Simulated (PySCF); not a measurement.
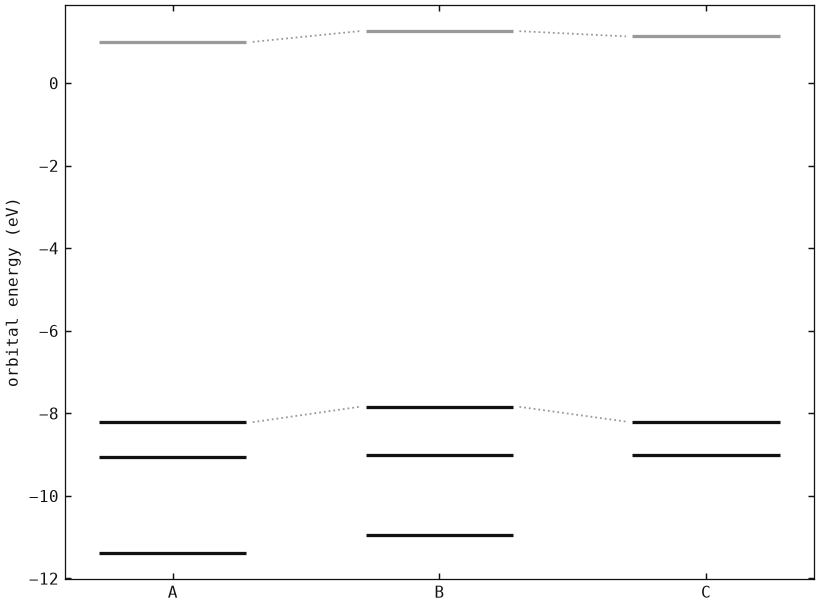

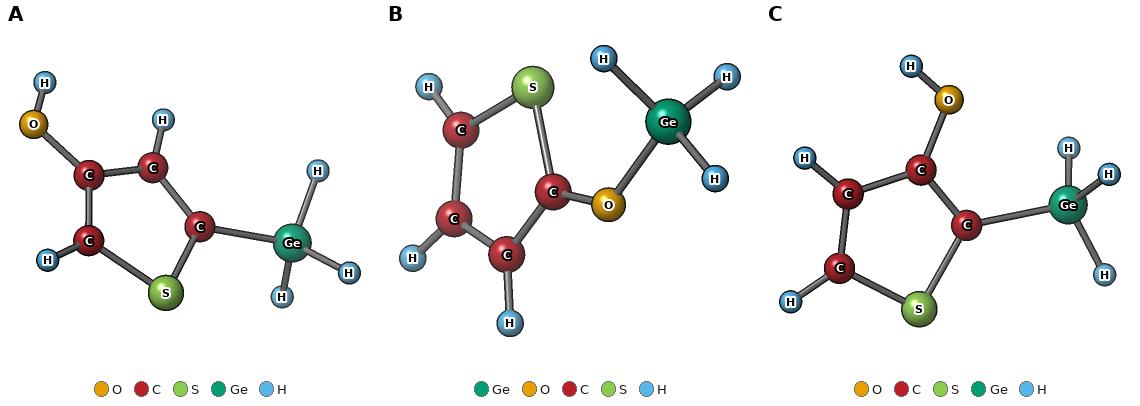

Related molecules: A is C₄H₆GeOS, SMILES Oc1cs[c]([GeH3])c1, singlet; B is C₄H₆GeOS, SMILES [GeH3][O]c1cccs1, singlet; C is C₄H₆GeOS, SMILES Oc1ccs[c]1[GeH3], singlet. Frontier orbital energies, ωB97X-D/def2-SVPD in PySCF, at a GFN2-xTB geometry (no frequency check); drawn are at most three filled levels and, in grey, the LUMO with any level within 0.03 eV of it; dotted lines join the HOMOs and the LUMOs.

What does the change do to the frontier levels?

Answer. From A to B the HOMO rises by 0.37 eV and the LUMO rises by 0.26 eV, so the separation goes from 9.21 to 9.10 eV. From A to C the HOMO hardly moves and the LUMO rises by 0.13 eV, so the separation goes from 9.21 to 9.33 eV.

Caveats, for all or some of the runs: empty levels above zero depend strongly on the basis; one conformer of a flexible molecule; the tight-binding geometry is rougher than a DFT one and adds to the error.
